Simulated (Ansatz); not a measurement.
Reaction (SMILES): [C-]#[S+] (C-S) → CS+ (doublet, bonded as [C-]#[S+]) + e-
B3LYP-D3(BJ)/def2-TZVP geometries, fixed; electronic energies without zero-point terms.

Basis-set convergence of the adiabatic ionisation energy at B3LYP with Ansatz (an electronic-structure program). All functions are spherical. The program fits the integrals of some runs and decomposes those of others, by size. Open shells are unrestricted. No added dispersion term, no relativity. Functions are those of the species that has most. Reference: the value in aug-cc-pV(5+d)Z, 11.406 eV, itself unsure by roughly 0.003 eV (its mean distance from pcseg-4, aug-pcseg-3, aug-cc-pV(Q+d)Z). Deviations are taken from unrounded values.

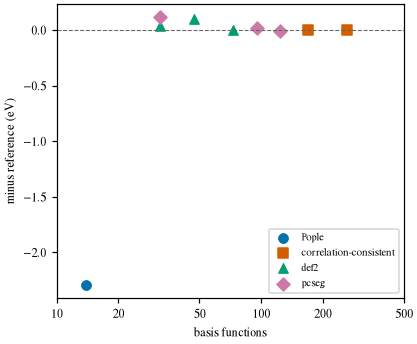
Fig. 1. Deviation from the reference against the number of basis functions, by family of sets.

| basis | functions | adiabatic ionisation energy (eV) | minus reference (eV) |
|---|---|---|---|
| STO-3G | 14 | 9.118 | -2.289 |
| def2-SVP | 32 | 11.439 | 0.033 |
| pcseg-1 | 32 | 11.523 | 0.117 |
| def2-SVPD | 47 | 11.508 | 0.101 |
| def2-TZVPP | 73 | 11.410 | 0.003 |
| aug-pcseg-2 | 96 | 11.423 | 0.016 |
| pcseg-3 | 124 | 11.401 | -0.006 |
| aug-cc-pV(Q+d)Z | 169 | 11.411 | 0.004 |
| aug-cc-pV(5+d)Z | 263 | 11.406 | 0.000 |
